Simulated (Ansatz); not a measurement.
## Abstraction of H: SnH3(CN) + C2H7InN → SnH2(CN) + C2H8InN

Species: SnH3(CN), singlet; C2H7InN `C[CH2][In][NH2]`, doublet; SnH2(CN), doublet; C2H8InN `C[CH2][InH][NH2]`, singlet. A radical takes H: the energy is the difference in strength between the Sn–H bond broken and the In–H bond made.

Shapes, held fixed at every level: PBE0-D4/def2-TZVP. Flexible molecules stand in one conformer, not always the lowest. Programs: Ansatz 0.2.0. Electronic energies: no zero-point or thermal term.

```csv
level,kind,ΔE (kJ/mol),less CCSD(T)/def2-TZVPP
MP2/def2-TZVPP,perturbation theory,+26.1,+2.1
PBE-D4/def2-TZVPP,GGA,+27.7,+3.7
r2SCAN-D4/def2-TZVPP,meta-GGA,+24.9,+0.9
B3LYP-D4/def2-TZVPP,global hybrid,+29.5,+5.5
PBE0-D4/def2-TZVPP,global hybrid,+24.3,+0.3
wB97M-V/def2-TZVPP,range-separated hybrid,+17.7,-6.3
CCSD(T)/def2-TZVPP,coupled cluster or CI,+24.0,0.0
```

The highest level, CCSD(T)/def2-TZVPP, gives ΔE = +24.0 kJ/mol; the levels span +17.7 to +29.5. The column of differences is taken from that level and isn't an error. No measured value is set beside it here. Open shells run unrestricted. For atoms past krypton def2 sets carry core potentials with scalar relativity. Outer-core shells of In, Sn are correlated, in sets that cover them unevenly.

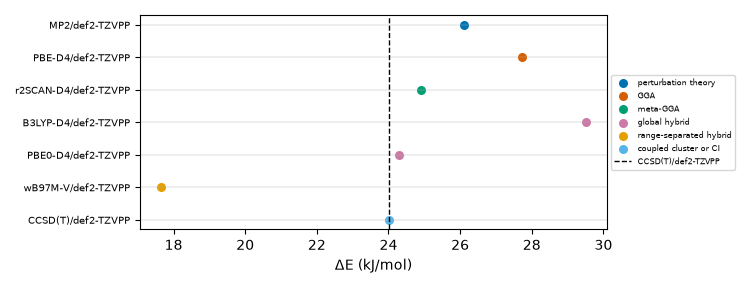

The values of the table, level by level.
